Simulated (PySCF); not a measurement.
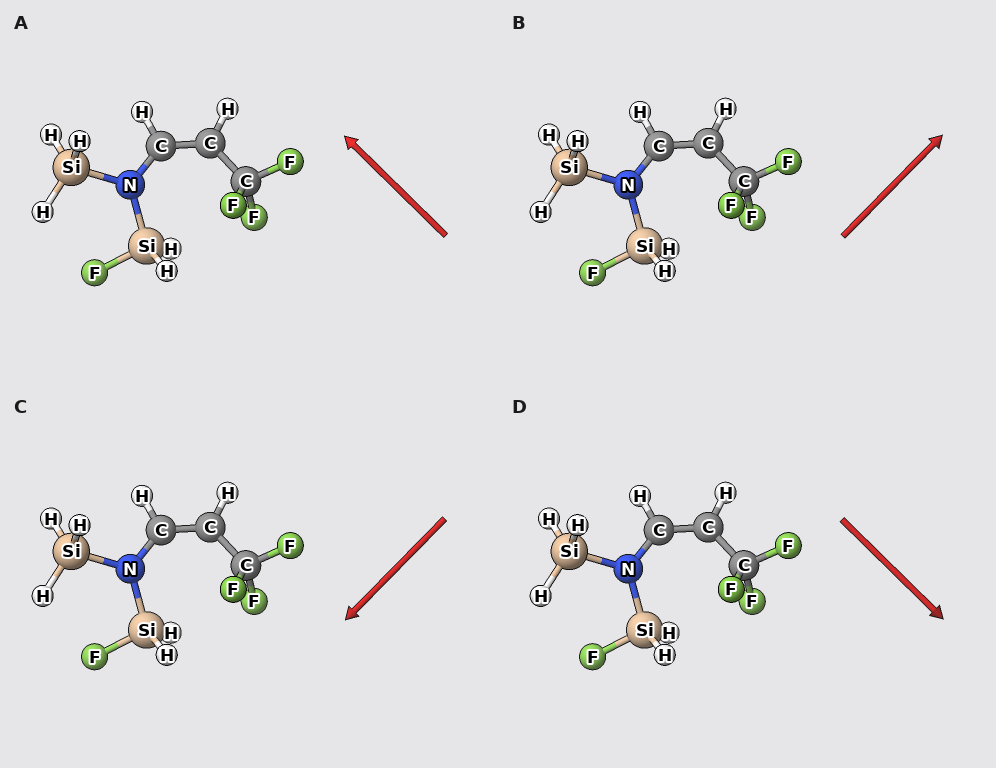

The same molecule four times, each with an arrow. Computed geometry: GFN2-xTB optimisation. No frequency run is at hand to confirm it as a minimum. Properties computed with PBE0/pcSseg-1, gas phase (PySCF 2.14.0).

Which arrow points along the dipole moment, from the negative to the positive end?

Answer. A. The dipole moment is 2.69 D.

The geometry is semi-empirical. Around Si such bond lengths and angles can be off by a tenth of an ångström or more and by several degrees, and values that hang on the shape move with them.
